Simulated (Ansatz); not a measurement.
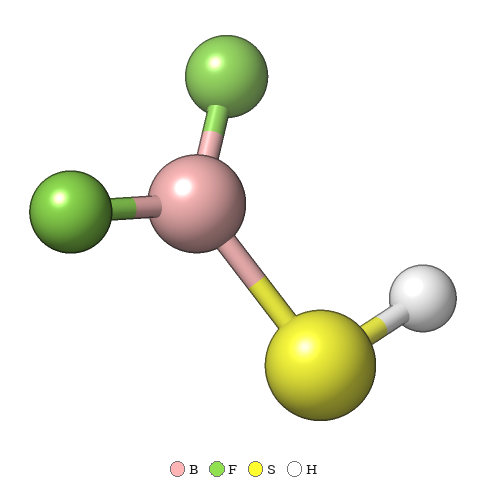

A ball-and-stick model of a molecule.

The geometry was computed by an optimisation with PBE0-D4/def2-TZVP.

Describe the molecule.

Formula BF₂HS. This geometry has Cs symmetry. All atoms lie on one plane. Coordination: 1 B trigonal planar; 1 S bent.

The parts below concern this one geometry. Atoms keep their numbers from picture to picture.

### Shape

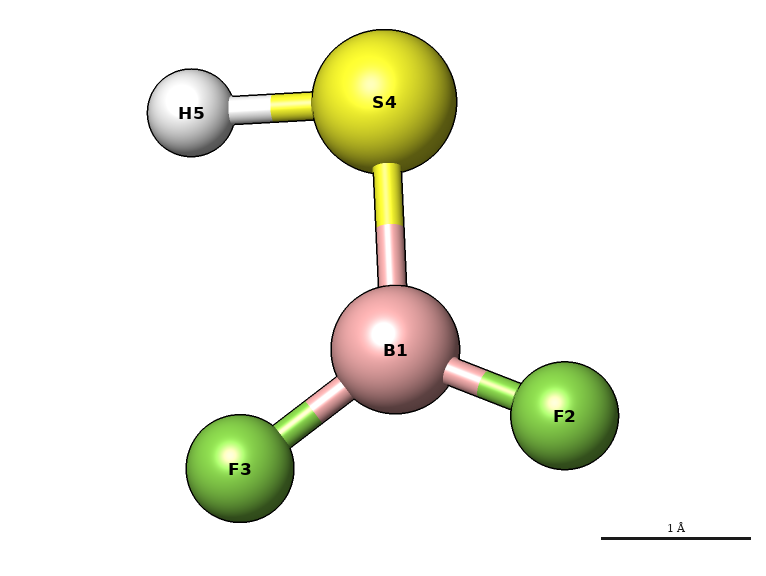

Atoms carry their numbers in the input.

Give the bond lengths.

```json
{"bond": "B1–F2", "length (Å)": "1.318"}
{"bond": "B1–F3", "length (Å)": "1.319"}
{"bond": "B1–S4", "length (Å)": "1.800"}
{"bond": "S4–H5", "length (Å)": "1.342"}
```

### Vibrations

Harmonic vibrations computed with RKS PBE0-D4/def2-TZVP (Ansatz 0.2.0) at a stationary point of the same level.

**How many vibrational modes are there, and where do they lie?**

9 modes: 295, 369, 412, 583, 683, 837, 1258, 1430, 2724 cm⁻¹.

### Thermal motion

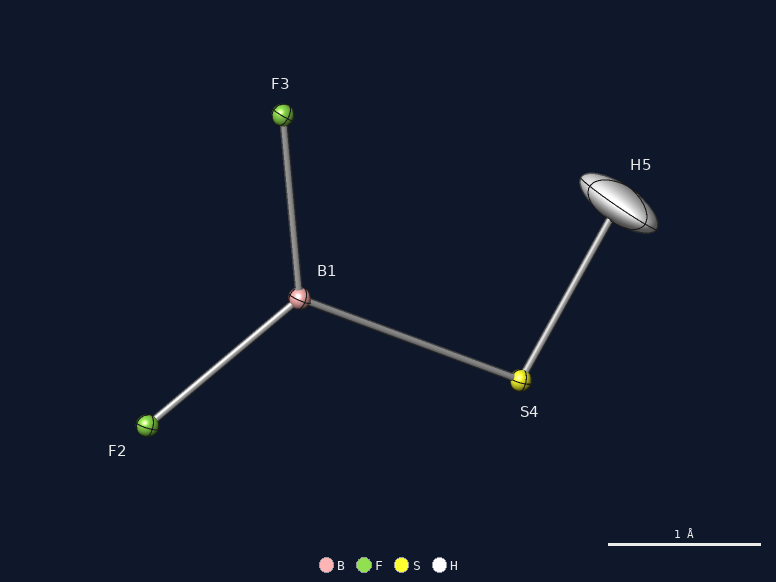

Displacement ellipsoids at the 50 % level, from the internal vibrations of the free molecule (harmonic, no overall translation or rotation; no half-axis is drawn under 0.075 Å). Vibrations computed with RKS PBE0-D4/def2-TZVP (Ansatz 0.2.0). Temperature: 400 K.

**Which atom has the largest mean-square displacement?**

H5, with U_eq = 0.0357 Å².

**Does H5 move more along its bond or across it?**

Across it: the root-mean-square amplitude is 0.081 Å along the bond and up to 0.270 Å across, since bending and torsion are softer than stretching.

List U_eq and the three principal root-mean-square amplitudes for each kind of atom.

```tsv
atom	U_eq (Å²)	rms amplitudes (Å)
B1	0.0021	0.037, 0.046, 0.054
F2	0.0013	0.014, 0.033, 0.052
F3	0.0013	0.014, 0.033, 0.051
S4	0.00056	0.010, 0.025, 0.031
H5	0.0357	0.080, 0.167, 0.270
```

### Charges

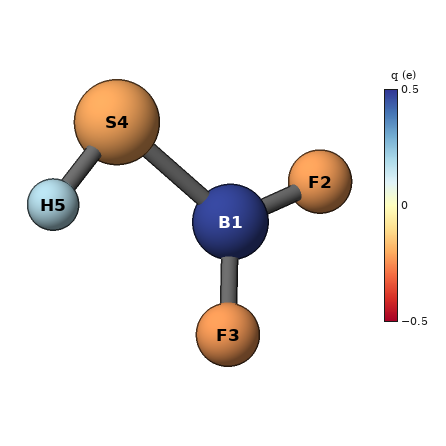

Atoms are coloured by their Mulliken charges. Method: RKS PBE0-D4/def2-TZVP (Ansatz 0.2.0).

**Which atom carries the highest charge (most positive or least negative)?**

B1 (0.47 e).

**And the lowest?**

F3 (−0.23 e).

List the Mulliken charges.

| atom | value (e) |
| --- | --- |
| B1 | 0.47 |
| F2 | −0.22 |
| F3 | −0.23 |
| S4 | −0.20 |
| H5 | 0.18 |

Mulliken values depend strongly on the basis set and can even reverse the polarity of a bond.
